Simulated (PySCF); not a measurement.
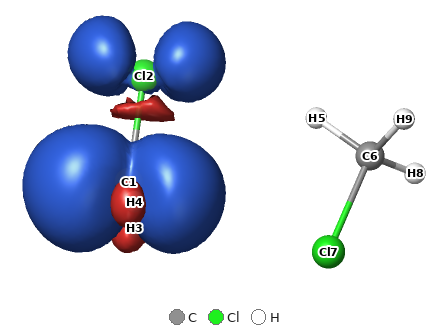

*CH$_{2}$Cl···CH$_{3}$Cl (doublet). Isosurfaces of the spin density at +0.02 (blue) and −0.02 e/Å³ (red), seen at a tilt.*

Geometry: PBE0-D3(BJ)/def2-SVP.

Computed with PySCF, UKS B3LYP, IGLO-III on C Cl, pcH-1 on H, non-relativistic, mean-field spin-orbit, GIAO.

```yaml
atoms:
  - { symbol: C, position_ang: [1.2912, -1.1004, 1.2558] }
  - { symbol: Cl, position_ang: [1.1365, 0.3606, 2.1162] }
  - { symbol: H, position_ang: [0.5755, -1.8900, 1.4842] }
  - { symbol: H, position_ang: [1.8815, -1.0792, 0.3407] }
  - { symbol: H, position_ang: [-0.6141, 0.9835, 0.0350] }
  - { symbol: C, position_ang: [-1.0455, 0.9017, -0.9693] }
  - { symbol: Cl, position_ang: [-0.3177, -0.4934, -1.7975] }
  - { symbol: H, position_ang: [-2.1297, 0.7486, -0.9052] }
  - { symbol: H, position_ang: [-0.8295, 1.8089, -1.5468] }
```

Describe the spin distribution.

Answer. The unpaired spin (1 electron) lies mostly on C1 (about 0.7) and Cl2 (about 0.2), in electrons by Hirshfeld's partition.
